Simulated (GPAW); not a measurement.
Consider SrVO3 (Pm-3m).

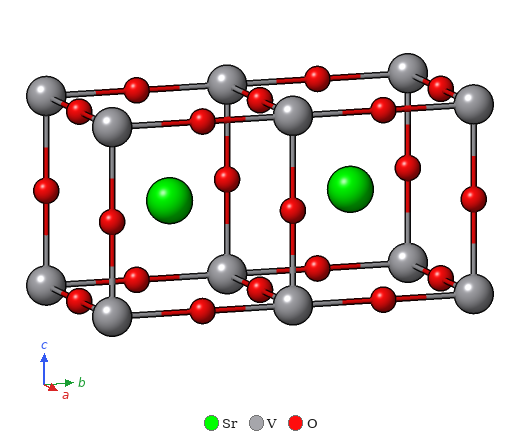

The structure (strontium green, vanadium grey, oxygen red). 1×2×1 cells are drawn. Some periodic images of atoms are drawn too.

```xyz
5
Lattice="3.8409 0.0000 0.0000 0.0000 3.8409 0.0000 0.0000 0.0000 3.8409" Properties=species:S:1:pos:R:3 pbc="T T T"
Sr    1.9204    1.9204    1.9204
V     0.0000    0.0000    0.0000
O     0.0000    0.0000    1.9204
O     0.0000    1.9204    0.0000
O     1.9204    0.0000    0.0000
```

Absorber: atom 2, with 6 O at 1.92 Å (octahedral, site symmetry m-3m). Method: GPAW, PBE, excited-electron core hole (neutral cell), 20-atom cell with 6.7 Å between holes, 5×5×5 k points, dipole transitions, Gaussian full width 1.01 eV up to 4 eV, rising linearly to 3.5 eV at 25 eV.

Predict the near-edge structure at the V K edge.

Main maxima up to 30 eV above the zero (height): 4.0 eV (0.41), 14.9 eV (2.79) and 22.9 eV (2.48). A K edge sees empty p states. The first eV above the zero hold little dipole weight, as the lowest empty bands are of d character; the main edge, of 4p character, rises through 0.6 near 12 eV above the zero. The total-energy difference is 5461.37 eV. The tabulated edge of the element is 5465 eV. The functional leaves an error of a few eV in such absolute values.

The V K spectrum (energy from the lowest empty level; intensity scaled to a mean of 1 over the first 20 eV):

```
E (eV)  intensity
  -2.0       0.00
  -0.5       0.00
   1.0       0.08
   2.5       0.23
   4.0       0.41
   5.5       0.12
   7.0       0.10
   8.5       0.06
  10.0       0.09
  11.5       0.41
  13.0       1.65
  14.5       2.76
  16.0       2.60
  17.5       2.23
  19.0       2.25
  20.5       2.13
  22.0       2.38
  23.5       2.43
  25.0       2.09
  26.5       1.68
  28.0       1.69
  29.5       2.00
  31.0       2.04
```

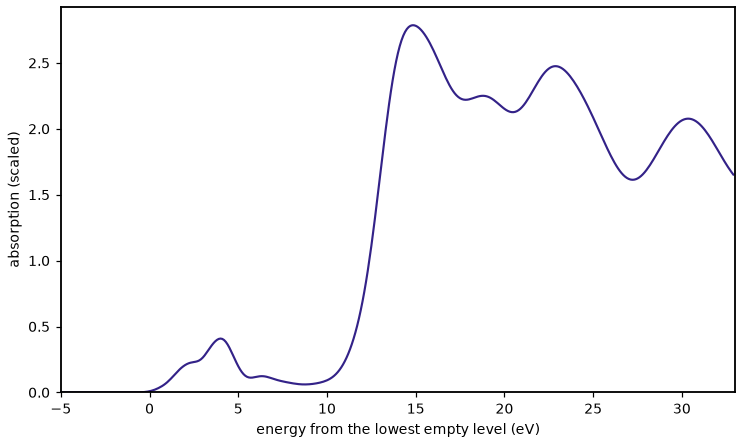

The V K edge.

The hole lies in one spin channel, while the script sums the empty states of both and takes the lower zero; where the two channels are split, this blurs and shifts the curve. The unit cell's mesh shows no gap over 0.35 eV. That is right for a metallic compound; for a small-gap or correlated insulator it would be the fault of the functional or of the assumed magnetic order, and the hole would be screened too well. Quadrupole 1s→3d transitions, which feed the pre-edge, are not in the dipole spectrum. The starting moments shrank to 0.00 μB or less, so this is hardly a magnetic state. The mesh is coarse (0.23 Å⁻¹ between points), so small maxima may be mesh ripples. Lifetime broadening is put in by hand, and intensities beyond about 20 eV depend on it and on the partial waves. The structure is a published determination, not relaxed.

[Banner, clock and machine lines of the logs are left out without a mark of their own.]

[Logs are printed without paths, hosts, clocks, repeated set-up lines and the standing remarks that a program may print on its own settings, such as how far it seeks lower states.]

[Hosts, paths, dates, database ids (printed as entryN), source tags and the programs' standing remarks are cut or masked in the printed files.]

[Lists of maxima count a maximum above −3 eV only where it reaches 4 % of the highest in the window and stands out from its surroundings by 2 % of it (1.5 % where it reaches 55 %); shoulders and weaker maxima are passed over, and of the rest the first, up to two pre-edge ones and the few strongest are named.]
